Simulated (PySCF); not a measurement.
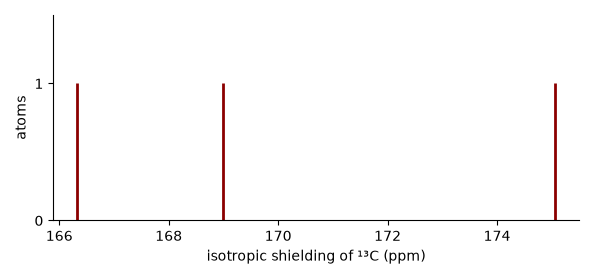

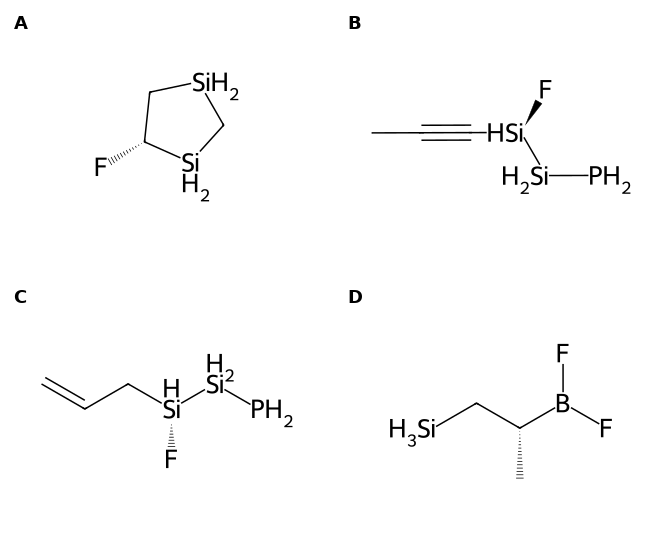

The sticks are computed shieldings of one of the molecules, for one fixed geometry (GFN2-xTB) without averaging over rotations. Low shielding means a high chemical shift. Method: GIAO PBE0/pcSseg-1 NMR shielding, non-relativistic, gas phase (PySCF 2.14.0).

**Which molecule gives this pattern?**

D, `C[C@H](C[SiH3])B(F)F`. Its 3 C atoms give lines at 166.3, 169.0, 175.1 ppm.

The geometry is semi-empirical. Around B, P, Si such bond lengths and angles can be off by a tenth of an ångström or more and by several degrees, and values that hang on the shape move with them.
